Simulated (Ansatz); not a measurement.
**SiF3 (trifluorosilyl): UB2PLYP/STO-3G**

Aim: the energy change on altering one bond length of SiF3 (trifluorosilyl) at UB2PLYP/STO-3G, from 2 runs. 

The calculation is run with Ansatz 0.2.0.

45 further runs of the same task are left out: 7 that didn't finish, 38 set aside as unsound or not needed.

## (1) The molecule

SiF3: 4 atoms, total charge 0, spin state doublet. As SMILES, `F[Si](F)F`. Geometry: relaxed at GFN2-xTB.

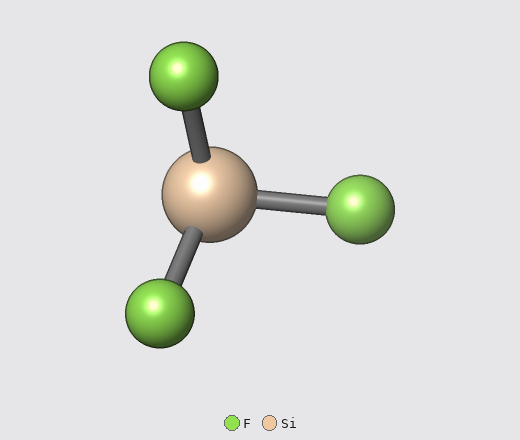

The structure, seen from a chosen angle (fluorine green, silicon light orange).

## (2) A single-point energy at UB2PLYP/STO-3G

The input, job.yaml:

```yaml
crystal:
  periodic: [false, false, false]
  atoms:
    - {symbol: F, position_ang: [0.787890, -0.508980, 1.119030]}
    - {symbol: Si, position_ang: [-0.325240, 0.244050, 0.268860]}
    - {symbol: F, position_ang: [-0.962750, -0.889100, -0.646850]}
    - {symbol: F, position_ang: [0.500100, 1.154030, -0.741040]}
basis:
  gaussian:
    orbitals: STO-3G
magnetization:
  spin_polarized: true
  initial_magnetization: 1
hamiltonian:
  xc: {name: B2PLYP}
correlation:
  frozen_orbitals: {F: 1, Si: 5}
accuracy: high
```

Started as:

```console
$ ansatz run job.yaml --threads 1 --pin off --max-ram 2610MiB --events-out events.jsonl --progress --plain --runs-dir runs
```

Log:

```text
Warning: RAYON_NUM_THREADS=1 ignored (pool sized by the plan → 1); use --threads N
Functional definition: B2PLYP
  name "B2PLYP"
  parameter a = 0.53
  parameter c = 0.27
  exchange = (1 - a)*b88_x + a*exact_x
  correlation = (1 - c)*lyp_c + c*(mp2_os + mp2_ss)
460 factors; integrals over basis functions are off by at most 3.5e-8 eV
mean field evaluation 1: about -15801.9478 eV, gradient 1.8e1 eV
mean field evaluation 2: about -15801.9889 eV, gradient 1.8e1 eV
mean field evaluation 4: about -15804.8410 eV, gradient 5.6e-1 eV
mean field evaluation 8: about -15804.8453 eV, gradient 4.9e-3 eV
mean field evaluation 16: about -15804.8453 eV, gradient 1.7e-6 eV
mean field -15804.84529911 eV, -580.8173518334 hartree, gradient 1.8e-8 eV, S^2 0.755813; 0 other end points of the search recorded, 0 dependent functions left out
8 core orbitals not correlated: weight in the atoms' cores, before any rotation towards them, 1.000 or more for the frozen orbitals, at most 0.000 for the correlated occupied ones
reference -15804.84531194 eV, -580.8173523050 hartree; 13, 12 occupied and 3, 4 virtual orbitals, 460 factors
second order -3.14070587 eV of doubles, -0.00000000 eV of singles
Total energy: -15805.69330253 eV, -580.8485153842 hartree
```

It took 0.94 s on 1 thread of AMD EPYC 9R45 (Zen 5), shared host.

## (3) The distorted shape

The input, run.yaml:

```yaml
crystal:
  periodic: [false, false, false]
  atoms:
    - {symbol: F, position_ang: [1.066162, -0.697230, 1.331564]}
    - {symbol: Si, position_ang: [-0.325240, 0.244050, 0.268860]}
    - {symbol: F, position_ang: [-0.962750, -0.889100, -0.646850]}
    - {symbol: F, position_ang: [0.500100, 1.154030, -0.741040]}
basis:
  gaussian:
    orbitals: STO-3G
magnetization:
  spin_polarized: true
  initial_magnetization: 1
hamiltonian:
  xc: {name: B2PLYP}
correlation:
  frozen_orbitals: {F: 1, Si: 5}
accuracy: high
```

Started as:

```console
$ ansatz run run.yaml --threads 1 --pin off --max-ram 2610MiB --events-out events.jsonl --progress --plain --runs-dir runs
```

Log:

```text
Warning: RAYON_NUM_THREADS=1 ignored (pool sized by the plan → 1); use --threads N
[... 6 set-up lines as earlier in the session ...]
450 factors; integrals over basis functions are off by at most 3.1e-8 eV
mean field evaluation 1: about -15798.7925 eV, gradient 2.1e1 eV
mean field evaluation 2: about -15798.8308 eV, gradient 2.1e1 eV
mean field evaluation 4: about -15803.2817 eV, gradient 5.9e0 eV
mean field evaluation 8: about -15803.7012 eV, gradient 1.2e-1 eV
mean field evaluation 16: about -15803.6994 eV, gradient 2.5e-4 eV
mean field evaluation 32: about -15803.0412 eV, gradient 2.1e0 eV
mean field -15803.69935764 eV, -580.7752392612 hartree, gradient 3.3e-8 eV, S^2 0.796019; 2 other end points of the search recorded, 0 dependent functions left out
8 core orbitals not correlated: weight in the atoms' cores, before any rotation towards them, 1.000 or more for the frozen orbitals, at most 0.000 for the correlated occupied ones
reference -15803.69937057 eV, -580.7752397363 hartree; 13, 12 occupied and 3, 4 virtual orbitals, 450 factors
second order -3.43444080 eV of doubles, -0.00000000 eV of singles
Total energy: -15804.62666959 eV, -580.8093173466 hartree
```

It took 1.1 s on 1 thread of AMD EPYC 9R45 (Zen 5), shared host.

## (4) Results

Level: UB2PLYP/STO-3G, 8 core orbitals frozen.

```
                                                          quantity          value
                                         first shape: total energy  -580.84852 Eh
                                                 first shape: ⟨S²⟩          0.756
                                     distorted shape: total energy  -580.80932 Eh
                                             distorted shape: ⟨S²⟩          0.796
energy change with the F1–Si2 bond stretched from 1.590 to 1.988 Å       1.067 eV
```

**Reading.** With the F1–Si2 bond stretched from 1.590 to 1.988 Å the energy rises by 1.07 eV (25 kcal/mol). The first shape isn't relaxed at this level, so the change isn't measured from a minimum. The minimal basis adds a large error of its own.
